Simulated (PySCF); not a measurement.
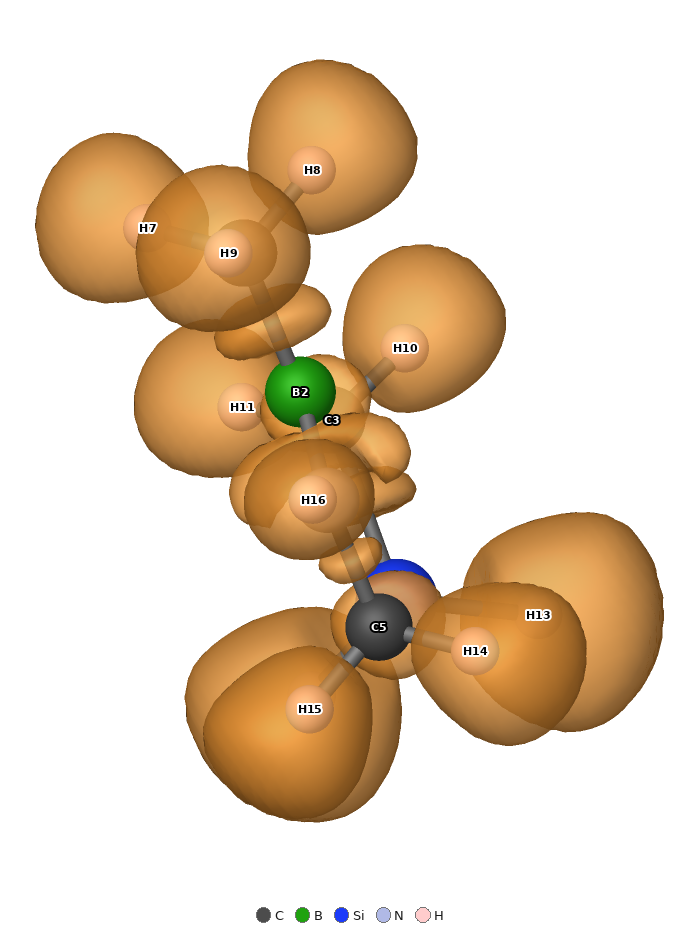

The picture shows: C3H10BNSi (SMILES CB1C[SiH2]CN1). Isosurface of the electron localisation function at 0.85 (orange), seen at an oblique angle. Only the valence region is drawn (cores and ρ < 0.01 e/Å³ removed).

Geometry: GFN2-xTB.

Method: PySCF 2.14.0, PBE0/def2-SVPD, SCF density, gas phase.

| atom | x (Å) | y (Å) | z (Å) |
| --- | --- | --- | --- |
| C | -1.8371 | 1.3985 | 0.5736 |
| B | -0.6200 | 0.4559 | 0.1894 |
| C | 0.9039 | 0.9485 | 0.1399 |
| Si | 1.8841 | -0.5941 | -0.3654 |
| C | 0.3372 | -1.7253 | -0.4895 |
| N | -0.7884 | -0.8737 | -0.1381 |
| H | -1.9038 | 2.2494 | -0.1022 |
| H | -1.7135 | 1.8122 | 1.5730 |
| H | -2.7970 | 0.8865 | 0.5490 |
| H | 1.2278 | 1.3495 | 1.1005 |
| H | 1.0324 | 1.7669 | -0.5688 |
| H | 2.5631 | -0.5010 | -1.6641 |
| H | 2.8130 | -1.1064 | 0.6501 |
| H | 0.3823 | -2.5807 | 0.1929 |
| H | 0.1921 | -2.1355 | -1.4945 |
| H | -1.6838 | -1.3416 | -0.1572 |

**What do the ELF domains correspond to?**

At this value the surface marks out two regions between bonded B–C atoms (shared pairs), one region between bonded B–N atoms (shared pairs), one region between bonded C–N atoms (shared pairs), two regions between bonded C–Si atoms (shared pairs) and ten regions around hydrogen nuclei. Along the contacts the grid gives the following. B–N (1.38 Å): the ELF peaks at about 0.95 between the atoms (a short, strongly polar bond). C–N (1.45 Å): the ELF peaks at about 0.95 between the atoms: a shared electron pair.
